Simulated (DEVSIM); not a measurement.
Structure: Al/SiO2/p-InP capacitor, at 400 K.

| layer (left to right) | material | thickness (nm) | Na (cm⁻³) |
|---|---|---|---|
| 1 | SiO2 | 32.0 | - |
| 2 | InP | 14000 | 4e14 |

Metal gate on the left, work function 4.1 eV. Fixed charge at the semiconductor interface 0 cm⁻² (in units of +e); no interface traps.

The device is made up for the run: typed textbook-type constants, with dimensions and the other settings drawn at random. Values at 300 K; Nc and Nv go as T^1.5, mobilities as T to minus their exponent, the gap by Varshni's rule with the affinity fixed.

```tsv
parameter	SiO2	InP
gap (eV)	9	1.344
affinity (eV)	0.9	4.38
permittivity	3.9	12.5
Nc (cm⁻³)	-	5.7e17
Nv (cm⁻³)	-	1.1e19
Varshni α (eV/K)	-	0.000363
Varshni β (K)	-	162
```

Simulated with DEVSIM: 1D Poisson equation in equilibrium, Boltzmann statistics, complete ionisation; no quantum confinement or tunnelling. Metal contacts follow the ideal Schottky-Mott rule: no Fermi-level pinning, no interface dipoles.

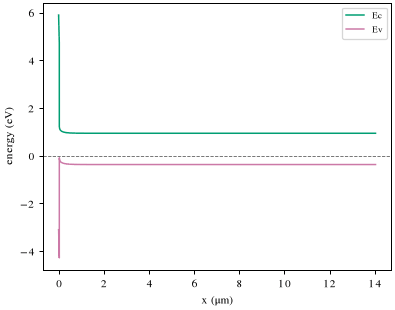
Fig. 1. Band edges at -2.7 V on the gate

Energies count from the Fermi level of the right contact; mesh points crowd at the junctions.

```csv
x (μm),Ec (eV),Ev (eV),n (cm⁻³),p (cm⁻³),field (V/cm)
0.000,5.900,-3.100,< 1e2,< 1e2,-370000
0.001963,5.827,-3.173,< 1e2,< 1e2,-370000
0.006742,5.648,-3.352,< 1e2,< 1e2,-370000
0.01851,5.208,-3.792,< 1e2,< 1e2,-370000
0.02892,4.819,-4.181,< 1e2,< 1e2,-370000
0.03156,4.721,-4.279,< 1e2,< 1e2,-370000
0.03313,1.212,-0.099,460,9.6e17,-98000
0.03941,1.169,-0.143,1700,2.7e17,-52000
0.05454,1.117,-0.195,7500,6.0e16,-24000
0.09635,1.056,-0.255,43000,1.0e16,-9300
0.2059,0.999,-0.312,230000,2.0e15,-3000
0.7101,0.950,-0.362,950000,4.7e14,-230
1.846,0.944,-0.367,1100000,4.0e14,≈ 0
5.049,0.944,-0.367,1100000,4.0e14,≈ 0
11.50,0.944,-0.367,1100000,4.0e14,≈ 0
13.09,0.944,-0.367,1100000,4.0e14,≈ 0
13.69,0.944,-0.367,1100000,4.0e14,≈ 0
13.91,0.944,-0.367,1100000,4.0e14,≈ 0
14.00,0.944,-0.367,1100000,4.0e14,≈ 0
14.02,0.944,-0.367,1100000,4.0e14,≈ 0
14.03,0.944,-0.367,1100000,4.0e14,≈ 0
14.03,0.944,-0.367,1100000,4.0e14,≈ 0
```
